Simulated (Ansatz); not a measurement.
# Random rock-salt alloy of LiF and LiH (64 atoms): a short ab initio trajectory

How do the atoms of random rock-salt alloy of LiF and LiH (64 atoms) move, and what local order do they keep?

Calculated with Ansatz 0.2.0; Kohn-Sham DFT, PBE, PAW (set soft_2), plane waves.

## (1) Set-up

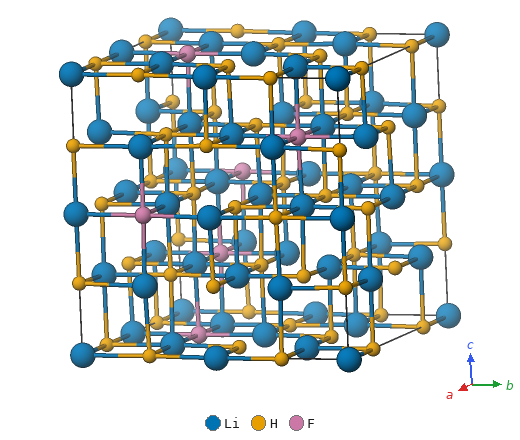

Start, viewed slightly off an axis; lithium blue, hydrogen orange, fluorine pink. Some periodic images of atoms are drawn too.

The cell holds 64 atoms: 32 Li, 28 H and 4 F. Its edges and angles: a = 8.152 Å, b = 8.152 Å, c = 8.152 Å, α = 90.0°, β = 90.0°, γ = 90.0°. It derives from LiF (rock-salt) and LiH, repeated 2×2×2. Rock-salt LiF, 2 x 2 x 2 conventional cells, 28 of 32 F sites given to H at random (x = 0.875), lattice by Vegard's rule (a = 4.076 Å); not relaxed, displaced by a Gaussian of 0.02 Å.

Before any run, some limits are plain. The host structure and its lattice constant were typed by rule, without a check against the phase diagram. Only the Γ point is sampled, in a cell whose shortest periodic width is 8 Å.

## (2) Dynamics started at 300 K

A Nosé–Hoover thermostat steers the temperature while disturbing the dynamics little. The time step is 0.5 fs, short enough for the stretching of bonds to hydrogen.

Input file input.yaml:

```yaml
crystal:
  lattice:
    - [8.152, 0.0, 0.0]
    - [0.0, 8.152, 0.0]
    - [0.0, 0.0, 8.152]
  atoms:
    - { symbol: Li, position: [0.99941, 0.00189, 0.99933] }
    - { symbol: H, position: [0.24761, 0.99982, 0.99748] }
    - { symbol: Li, position: [0.00057, 0.24557, 0.24974] }
    - { symbol: F, position: [0.2468, 0.24986, 0.24851] }
    [... 54 atom lines left out ...]
    - { symbol: Li, position: [0.50029, 0.74983, 0.74819] }
    - { symbol: F, position: [0.7504, 0.74917, 0.74905] }
    - { symbol: Li, position: [0.74949, 0.50095, 0.75065] }
    - { symbol: H, position: [0.50148, 0.49843, 0.74865] }
    - { symbol: Li, position: [0.74674, 0.75371, 0.50105] }
    - { symbol: H, position: [0.50025, 0.74914, 0.50082] }
kpoints:
  mp_grid: { grid: [1, 1, 1] }
hamiltonian:
  xc: pbe
scf:
  occupations: { method: gaussian, width: 0.025 }
output:
  forces: true
  stress: true
md:
  timestep: 0.5
  n_steps: 400
  ensemble: nvt_nose_hoover
  temperature: 300
  initial_velocities: maxwell_boltzmann
  seed: 8309
```

On the command line:

```sh
> ansatz run input.yaml --threads 4 --pin off --max-ram 8192MiB --backend cpu --events-out ev --progress --plain --runs-dir out
```

It took 4.5 min on 4 threads of AMD EPYC 9R45, shared host; peak memory 0.67 GiB.

The program notes that the SCF threshold is loose for the stress and it switched symmetry off.

The trajectory, sampled:

```tsv
time (fs)	T (K)	potential (meV/atom)	conserved (meV/atom)
0.0	300	0.0	0.00
13.5	134	21.2	0.02
26.5	102	25.6	0.02
40.0	150	20.1	0.01
53.5	165	19.5	0.02
66.5	206	15.6	0.01
80.0	168	21.8	0.02
93.5	178	21.6	0.01
106.5	166	24.0	0.02
120.0	183	22.9	0.02
133.5	186	23.7	0.02
146.5	204	22.5	0.02
160.0	236	19.8	0.02
173.5	179	28.5	0.02
186.5	199	27.1	0.02
200.0	212	26.9	0.02
```

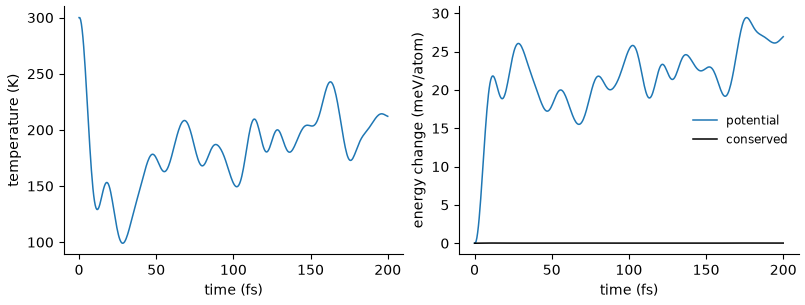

Temperature and energies against time.

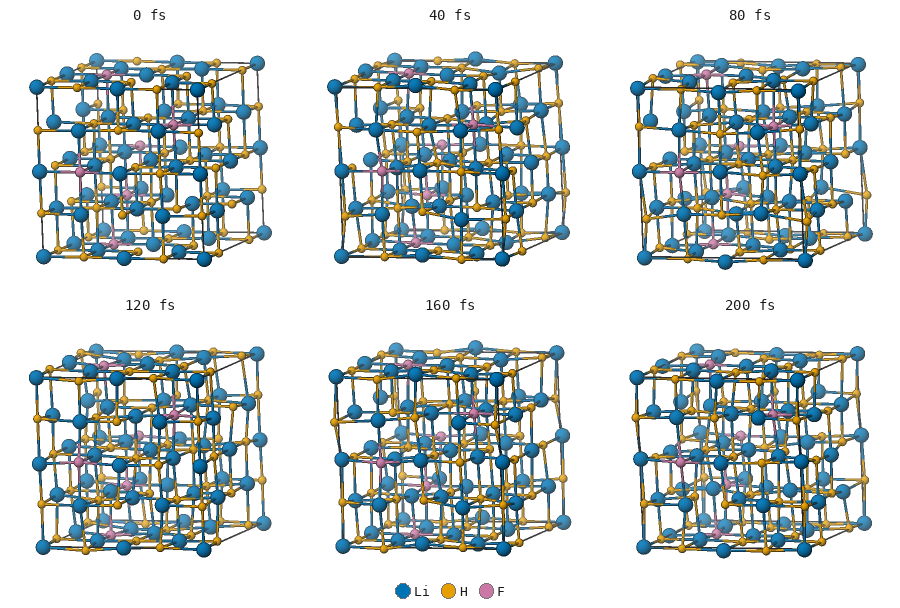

6 frames of the run.

Mean square displacement from the first frame to the last: Li 0.030 Å², H 0.031 Å², F 0.0096 Å².

Mean square displacement against time lag:

```tsv
time lag (fs)	F (Å²)	H (Å²)	Li (Å²)
0.5	4.9e-6	1.1e-4	1.7e-5
12.5	0.00288	0.0498	0.00981
21.0	0.00746	0.0763	0.0245
33.5	0.0159	0.0452	0.0489
46.0	0.0245	0.0321	0.0673
54.0	0.0295	0.0434	0.0731
66.5	0.0353	0.0550	0.0726
79.0	0.0375	0.0519	0.0642
87.5	0.0363	0.0429	0.0557
100.0	0.0311	0.0401	0.0418
```

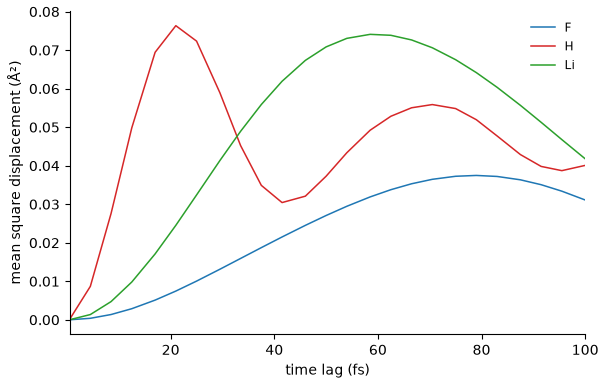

Mean square displacement, plotted against time lag.

The drift taken off is the plain mean over atoms, not the centre of mass, so with hydrogen in the cell the heavy atoms' values at short lags are too large.

Over the second half of 200 fs the temperature averages 197 K with swings of 20 K r.m.s. The conserved energy stays within 0.02 meV/atom. From first frame to last H has the largest mean square displacement, 0.031 Å² at the end; the farthest move is 0.30 Å. The mean temperature of 197 K lies well off the 300 K of the input, so the thermostat hasn't yet brought the run to equilibrium. The run spans 0.20 ps, too short for its means to be equilibrium values.

## (3) Local order late in the run

The g(r) is a mean over the second half; what follows it is taken at the last frame.

Density 1.00 g/cm³, 8.465 Å³ an atom.

Mean of 14 frames. Pair distribution functions g(r), in bins of 0.2 Å:

```tsv
r (Å)	total	Li-Li	Li-H	Li-F	H-H	H-F	F-F
1.70	0.10	0.00	0.23	0.00	0.00	0.00	0.00
1.90	1.96	0.00	3.96	3.66	0.00	0.00	0.00
2.10	2.41	0.00	4.67	5.83	0.00	0.00	0.00
2.30	0.39	0.00	0.86	0.26	0.00	0.00	0.00
2.50	0.06	0.08	0.05	0.00	0.11	0.00	0.00
2.70	1.15	2.23	0.00	0.00	2.45	2.28	0.50
2.90	2.95	6.01	0.00	0.00	5.58	6.61	5.05
3.10	0.71	1.36	0.03	0.00	1.49	1.32	0.84
3.30	0.36	0.06	0.67	0.61	0.05	0.00	0.00
3.50	1.24	0.00	2.44	2.64	0.00	0.00	0.00
3.70	0.57	0.03	1.11	1.05	0.04	0.02	0.00
3.90	0.36	0.68	0.08	0.03	0.61	0.59	0.00
4.10	0.71	1.32	0.03	0.00	1.34	1.96	0.00
4.30	0.63	0.40	0.93	0.58	0.37	0.21	0.00
4.50	2.04	0.01	3.98	4.63	0.01	0.00	0.00
4.70	1.54	0.52	2.62	2.44	0.53	0.28	0.00
4.90	1.59	2.96	0.24	0.13	2.89	3.33	2.93
5.10	1.34	2.64	0.00	0.00	2.67	2.98	1.42
5.30	0.17	0.36	0.00	0.00	0.37	0.21	0.00
5.50	0.13	0.25	0.00	0.00	0.28	0.21	0.00
5.70	0.65	1.25	0.06	0.02	1.24	1.25	1.90
5.90	0.92	0.86	1.03	0.72	0.83	0.82	1.34
6.10	1.62	0.17	2.98	3.63	0.24	0.11	0.00
6.30	1.27	1.31	1.27	1.04	1.30	1.36	0.57
6.50	1.27	2.10	0.49	0.24	1.96	2.33	2.02
6.70	1.12	0.41	1.79	2.09	0.48	0.34	0.00
6.90	0.78	0.34	1.23	1.15	0.36	0.19	1.35
7.10	0.53	0.55	0.50	0.38	0.61	0.36	2.67
```

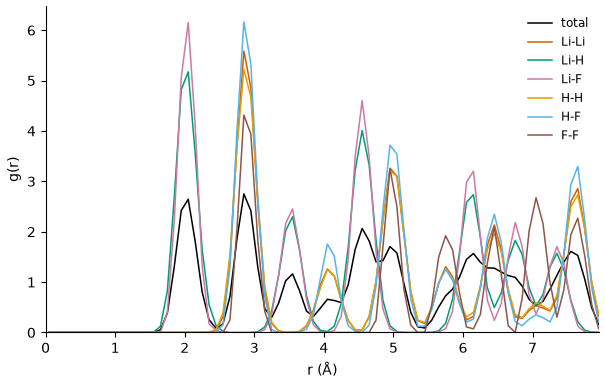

Pair distribution functions, lightly smoothed.

Bonds by pair of elements; cutoffs follow the first minimum of g(r), held within bounds set by covalent radii, and pairs that aren't listed don't count as bonded (cutoffs were set anew for this text, so counts can differ from the run's own analysis):

```tsv
pair A-B	cutoff (Å)	bonds	mean length (Å)	spread (Å)	shortest (Å)	B about A	A about B
Li-H	2.31	164	2.03	0.127	1.76	5.12	5.86
Li-F	2.68	24	2.08	0.102	1.92	0.75	6
```

The cutoff for Li-H falls short of the minimum of g(r), so counts run low and odd coordinations can be artefacts.

How many atoms have how many bonded neighbours:

```tsv
element	mean	4	5	6
F	6	0	0	4
H	5.86	1	2	25
Li	5.88	0	4	28
```

Bond angles, per cent of each kind in bins of 5°:

```tsv
angle (°)	Li-H-Li	H-Li-H	F-Li-H	Li-F-Li
75–80	1.0	1.5	1.8	1.7
80–85	12.7	9.8	14.5	6.7
85–90	26.9	27.2	28.2	36.7
90–95	25.7	27.5	24.5	25.0
95–100	10.7	12.1	4.5	8.3
100–105	2.7	2.0	4.5	1.7
105–110	0.2	0.3	0.0	0.0
110–115	0.0	0.0	0.0	0.0
115–120	0.0	0.0	0.0	0.0
120–125	0.0	0.0	0.0	0.0
125–130	0.0	0.0	0.0	0.0
130–135	0.0	0.0	0.0	0.0
135–140	0.0	0.0	0.0	0.0
140–145	0.0	0.0	0.0	0.0
145–150	0.0	0.0	0.0	0.0
150–155	0.0	0.0	0.0	0.0
155–160	0.2	0.3	0.0	0.0
160–165	1.2	1.2	0.0	0.0
165–170	4.5	4.3	6.4	5.0
170–175	8.7	5.8	9.1	10.0
175–180	5.2	8.1	6.4	5.0
```

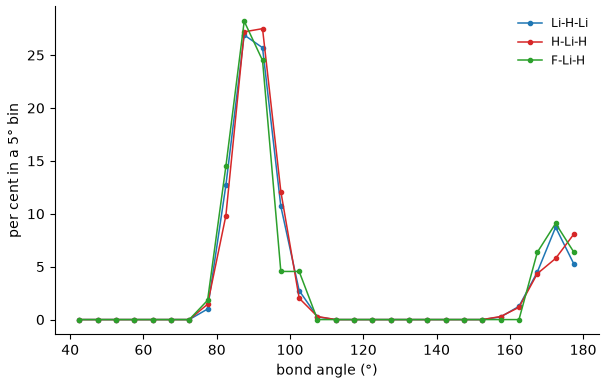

Distributions of the most common bond angles.

Bond angles (no mean is given where the spread exceeds 20°):

```tsv
angle	count	mean (°)	spread (°)
Li-H-Li	401	-	-
H-Li-H	346	-	-
F-Li-H	110	-	-
Li-F-Li	60	-	-
F-Li-F	4	87.1	3.7
```

Bond length by coordination (bonds to H left out):

```tsv
element	coordination	atoms	mean bond length (Å)
Li	5	2	2.16
Li	6	18	2.07
```

First main peaks of g(r), for some of the pairs, lie near 2.88 Å (Li-Li), 2.02 Å (Li-H), 2.05 Å (Li-F), 2.87 Å (H-H) and 2.92 Å (H-F).

## (4) Single point at the last frame

The last frame is solved again with fuller output, to read the electronic structure of a thermally displaced geometry.

Input file input.yaml:

```yaml
crystal:
  lattice:
    - [8.152, 0.0, 0.0]
    - [0.0, 8.152, 0.0]
    - [0.0, 0.0, 8.152]
  atoms:
    - { symbol: Li, position: [0.99756, 0.00204, 0.99673] }
    - { symbol: H, position: [0.23268, 0.99579, 0.00398] }
    - { symbol: Li, position: [0.97395, 0.26351, 0.24561] }
    - { symbol: F, position: [0.24065, 0.24368, 0.25105] }
    [... 54 atom lines left out ...]
    - { symbol: Li, position: [0.50169, 0.74657, 0.73409] }
    - { symbol: F, position: [0.7582, 0.74906, 0.74974] }
    - { symbol: Li, position: [0.7605, 0.49092, 0.75309] }
    - { symbol: H, position: [0.49568, 0.51347, 0.74217] }
    - { symbol: Li, position: [0.75417, 0.77137, 0.50604] }
    - { symbol: H, position: [0.51854, 0.72344, 0.49657] }
kpoints:
  mp_grid: { grid: [1, 1, 1] }
hamiltonian:
  xc: pbe
scf:
  occupations: { method: gaussian, width: 0.025 }
output:
  forces: true
  stress: true
  populations: true
  dos:
    method: { smearing: { sigma: 0.15 } }
    de: 0.1
    projected: { site_lists: { F: [F], H: [H], Li: [Li] } }
  eigenvalues: true
  write_density: true
  write_potential: true
  volumetric_format: npy
```

Wall time 2.8 s (4 threads); peak memory 0.63 GiB; 4.8 s of CPU time.

The run gave:

```
free energy                                      : -10259.4054 eV
free energy per atom                             : -160.3032 eV/atom
SCF cycles                                       : 8
pressure                                         : 0.4326 GPa
r.m.s. force component                           : 0.2357 eV/Å
longest force                                    : 0.8699 eV/Å
Fermi energy                                     : 2.783 eV
gap (highest filled to lowest empty level) : 3.366 eV
spilling of the projection                       : 0.008676
```

Length of the force by element:

```tsv
element	coordination	atoms	mean length of the force (eV/Å)	spread	least	most
F	all	4	0.363	0.172	0.156	0.548
H	all	28	0.399	0.139	0.103	0.610
Li	all	32	0.354	0.177	0.0858	0.870
```

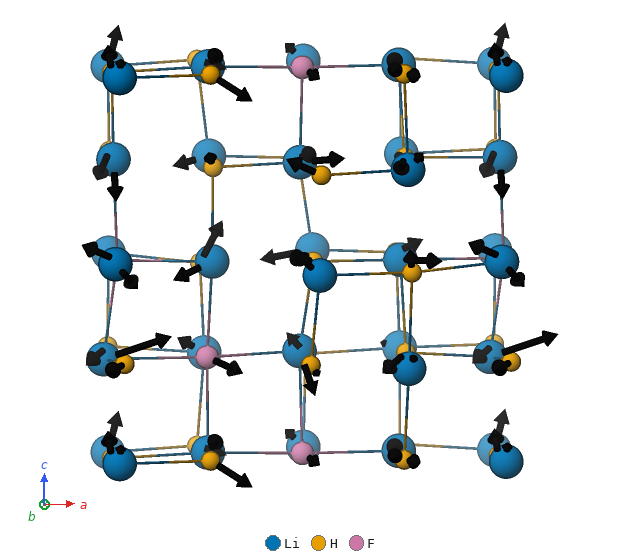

Forces as arrows; the longest in the cell is 0.870 eV/Å. Drawn is a slice 4 Å thick, seen along the normal of the ac plane.

Löwdin charges by element (they lack the spilled electrons, 0.021 e an atom on average):

```tsv
element	coordination	atoms	mean charge (e)	spread	least	most
F	all	4	-0.744	0.002	-0.747	-0.742
H	all	28	-0.576	0.0099	-0.598	-0.551
Li	all	32	0.638	0.0218	0.608	0.684
```

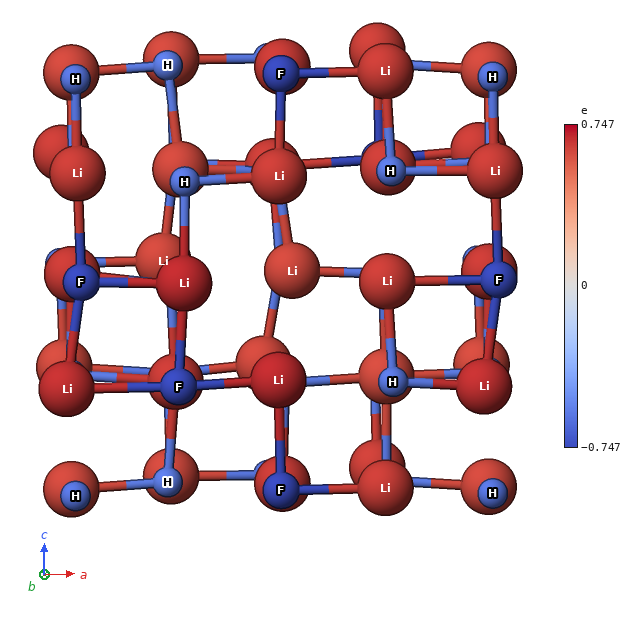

Atoms coloured by Löwdin charge. Drawn is a slice 4 Å thick, seen along the normal of the ac plane. Bonds to atoms that aren't drawn are left out.

Density of states as counts of states in windows of 1 eV (from the Fermi level), total and the larger projections:

```tsv
from (eV)	to (eV)	total	H s	Li s	F p
-18	-8	0.0	0.0	0.0	0.0
-8	-7	4.7	0.4	0.6	3.7
-7	-6	19.3	1.8	2.7	14.5
-6	-5	9.7	3.7	2.8	3.1
-5	-4	21.9	16.4	3.7	1.3
-4	-3	8.8	6.9	1.1	0.6
-3	-2	10.8	9.8	0.7	0.1
-2	-1	4.8	4.6	0.1	0.0
-1	1	0.0	0.0	0.0	0.0
1	2	6.0	0.1	0.6	0.0
2	3	3.1	0.0	1.9	0.0
3	4	20.3	0.4	5.5	0.1
4	5	12.6	0.8	4.9	0.1
```

Between -26 and -18 eV lie 8 more states.

The stored curve holds about 88 of the 152 electrons; the rest, give or take the few that broadening carries across the Fermi level, lie in deeper levels below its range.

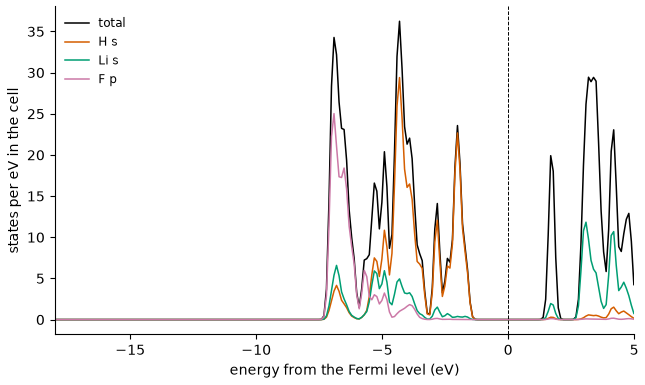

Total and projected density of states, with the broadening of the input.

The levels nearest the highest filled one (over half full), pooled over k-points and spins:

```tsv
level less the highest filled one (eV)	occupation
-0.719	2
-0.422	2
-0.374	2
-0.287	2
-0.234	2
0	2
3.37	0
3.42	0
3.43	0
4.65	0
4.72	0
4.82	0
```

Mean Löwdin charges: F -0.74, H -0.58, Li +0.64 e (they miss 0.87 % of the electrons, so they add up to more than the cell's charge).

## (5) Results

* mean temperature, second half: 197.3 K
* temperature swing, second half: 20.33 K
* mean pressure, second half: 0.792 GPa
* slope of the conserved energy against time, by least squares: 0.0262 meV/atom/ps
* free energy per atom: -160.3032 eV/atom
* density: 1 g/cm³
* pressure: 0.4326 GPa
* r.m.s. force component: 0.2357 eV/Å
* gap (highest filled to lowest empty level): 3.366 eV
* wall time of the 2 DFT runs: 4.6 min

In words: Over the second half of 200 fs the temperature averages 197 K with swings of 20 K r.m.s. The conserved energy stays within 0.02 meV/atom. The mean temperature of 197 K lies well off the 300 K of the input, so the thermostat hasn't yet brought the run to equilibrium. The run spans 0.20 ps, too short for its means to be equilibrium values. Between filled and empty levels lie 3.37 eV at Γ alone; the mesh holds the band edges only if they fold onto it, so the gap at this level can be narrower or closed, while semilocal functionals tend to narrow gaps against experiment.

Caveats: The pressure of a single frame lacks the kinetic term, about 0.32 GPa here.

[Logs are printed without paths, hosts, clocks, repeated set-up lines and the standing remarks that a program may print on its own settings, such as how far it seeks lower states.]

[Hosts, paths, dates, database ids (printed as entryN), source tags and the programs' standing remarks are cut or masked in the printed files.]
